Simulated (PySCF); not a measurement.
SMILES F[SiH2][SiH2][SiH3], CAM-B3LYP/def2-SVP optimised geometry. Atoms within 1.6 Å of the plane z = 0.0 Å (x, y, z in Å): Si2 (-0.51, -0.71, 0.00), F4 (-2.62, -2.67, -1.41), H8 (-0.98, 0.71, 0.00), H9 (0.98, -0.71, 0.00).

Calculation: CAM-B3LYP/def2-TZVP (PySCF). Cells within 0.4 Å of a nucleus heavier than hydrogen are left out (blank, or x).

Map of the electrostatic potential (hartree/e), clipped to [-0.08, 0.12] on the plane z = 0.0 Å:

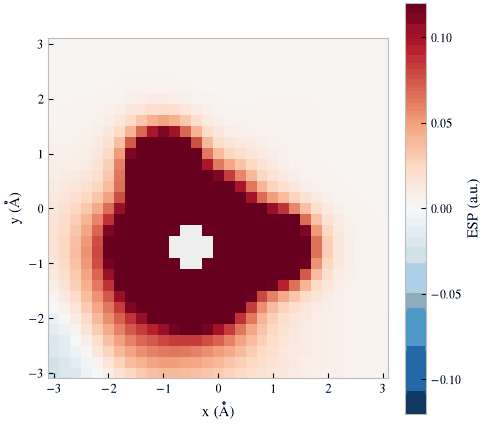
Electrostatic potential (hartree/e), clipped to [-0.08, 0.12] on the plane z = 0.0 Å.
